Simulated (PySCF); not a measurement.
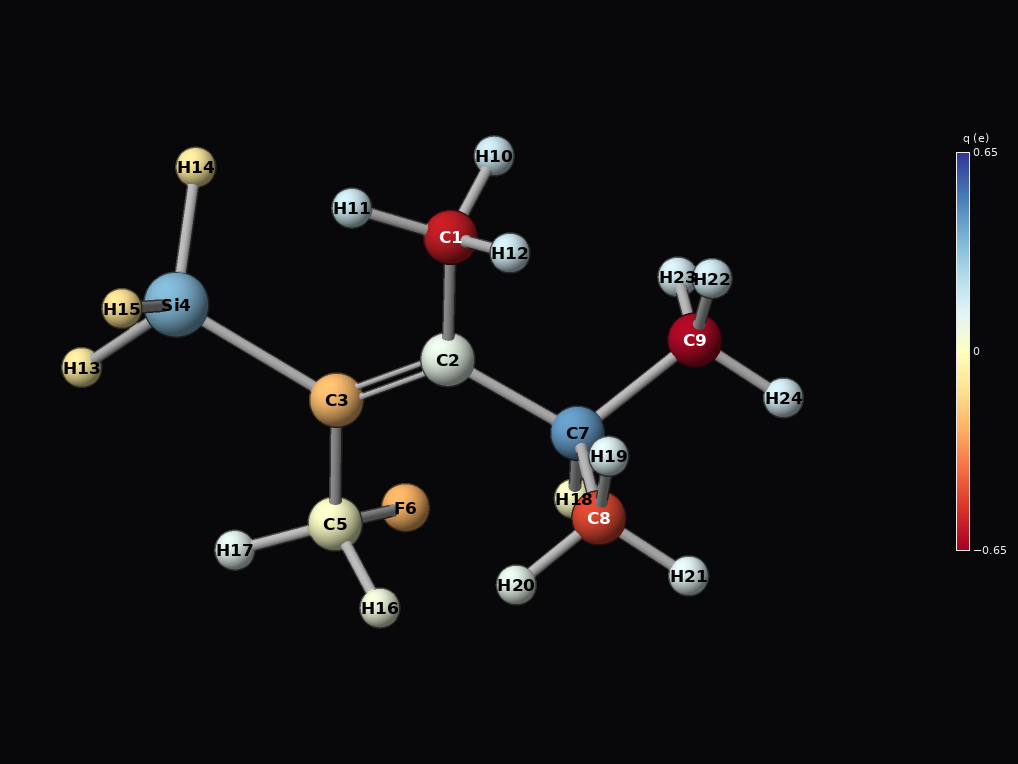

Atoms are coloured by their ESP-fitted charges. Computed geometry: GFN2-xTB optimisation. No frequency run is at hand to confirm it as a minimum. Level of theory: PBE0/pcSseg-1, gas phase (PySCF 2.14.0).

**Which atom carries the highest charge (most positive or least negative)?**

C7 (0.42 e).

**And the lowest?**

C9 (−0.62 e).

Give the ESP-fitted charges atom by atom.

```csv
atom,value (e)
C1,−0.57
C2,0.10
C3,−0.22
Si4,0.35
C5,0.02
F6,−0.24
C7,0.42
C8,−0.47
C9,−0.62
H10,0.18
H11,0.17
H12,0.17
H13,−0.08
H14,−0.09
H15,−0.11
H16,0.07
H17,0.11
H18,0.01
H19,0.12
H20,0.10
H21,0.12
H22,0.16
H23,0.15
H24,0.16
```

The geometry is semi-empirical. Around Si such bond lengths and angles can be off by a tenth of an ångström or more and by several degrees, and values that hang on the shape move with them.
